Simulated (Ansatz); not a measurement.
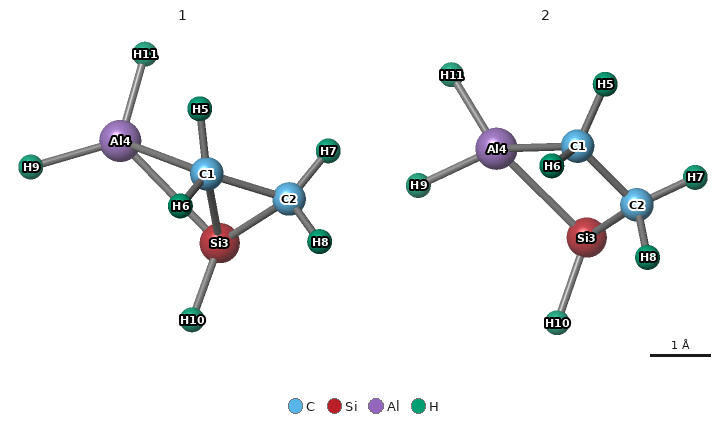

Two geometries of C₂H₇AlSi, drawn at one scale. One is the start of a relaxation, the other its converged end. The picture is a ball-and-stick view, seen at a tilt.

The calculation used RKS B3LYP-D4/def2-SVP in Ansatz. Set-up: no spin polarisation; force threshold 0.02 eV/Å; at most 50 steps.

Question: Which geometry has the lower energy?

Answer: Structure 1 is the relaxed one. The run prepares an end point of a later path (hydrogen shift) calculation, from a guessed geometry. The largest move after the best rigid fit is that of H11, 1.01 Å. Largest moves by element: H 1.01 Å, C 0.50 Å, Al 0.45 Å, Si 0.21 Å. Among the contacts that change: C1–Si3 2.555 → 2.108 Å, C1–Al4 1.956 → 2.278 Å, Si3–Al4 2.220 → 2.397 Å, C1–H6 1.175 → 1.095 Å. Bond angles that change, for instance: H9–Al4–H11 75.7° → 123.0°, Al4–C1–H5 114.0° → 76.4°, C1–Al4–H9 147.5° → 115.6°. Groups turn about C2–Si3 by about 30°. The energy falls by 61.2 kcal/mol in 13 accepted moves (14 points after the start). Largest force component: 3.7 eV/Å at the start, 0.014 eV/Å at the end. The line search rejected the trial step at point 8 of the run.
